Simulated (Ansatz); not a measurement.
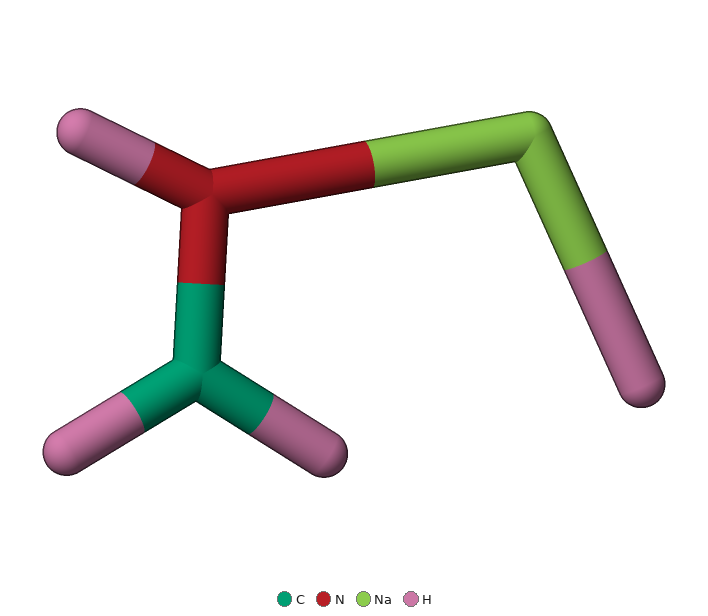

The computed structure is the end point of a PBE0-D4/def2-TZVP optimisation. No frequency run is at hand to confirm it as a minimum.

> What is the molecular formula?

CH₄NNa, 7 atoms: 1 carbon, 4 hydrogen, 1 nitrogen and 1 sodium.

> How many bonds of each kind are drawn?

2 C–H, 1 C–N, 1 Na–H, 1 N–Na, 1 N–H. Sticks follow a distance rule.

> How many sets of symmetry-equivalent atoms are there?

7: 1 C, 1 N, 1 Na, 1 H, 1 H, 1 H, 1 H.

More results for the same structure follow; atom numbers are the same in all pictures, views and colours differ.

**Electronic properties**

No frequency run is at hand to confirm it as a minimum. Properties computed with RKS PBE0-D4/def2-TZVPP (Ansatz 0.2.0).

> Estimate the HOMO energy (Kohn–Sham orbital).

−4.60 eV.

> Estimate the LUMO energy (Kohn–Sham orbital).

−1.13 eV.

> Give the dispersion correction at this level.

−7.2 kJ/mol.

**Charges**

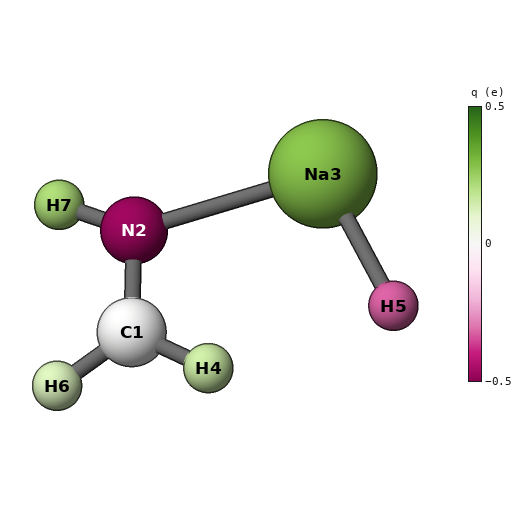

Atoms are coloured by their Mulliken charges. No frequency run is at hand to confirm it as a minimum. Method: RKS PBE0-D4/def2-TZVP (Ansatz 0.2.0).

> Which atom carries the highest charge (most positive or least negative)?

Na3 (0.28 e).

> And the lowest?

N2 (−0.47 e).

List the Mulliken charges.

```json
{"atom": "C1", "value (e)": "0.00"}
{"atom": "N2", "value (e)": "−0.47"}
{"atom": "Na3", "value (e)": "0.28"}
{"atom": "H4", "value (e)": "0.16"}
{"atom": "H5", "value (e)": "−0.32"}
{"atom": "H6", "value (e)": "0.13"}
{"atom": "H7", "value (e)": "0.22"}
```

**Dipole moment**

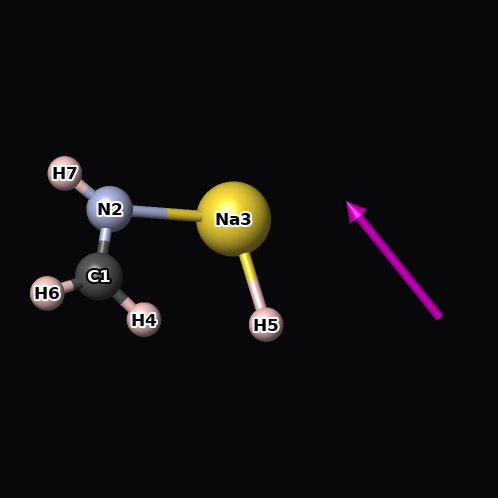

The arrow beside the molecule shows the direction of the dipole moment, from the negative to the positive end (its length means nothing). No frequency run is at hand to confirm it as a minimum. Method: RKS PBE0-D4/def2-TZVP (Ansatz 0.2.0).

> Estimate the dipole moment.

6.46 D; it points from the side of H5 to the side of H7 (the outermost atoms at the two ends).

Mulliken values depend strongly on the basis set and can even reverse the polarity of a bond.
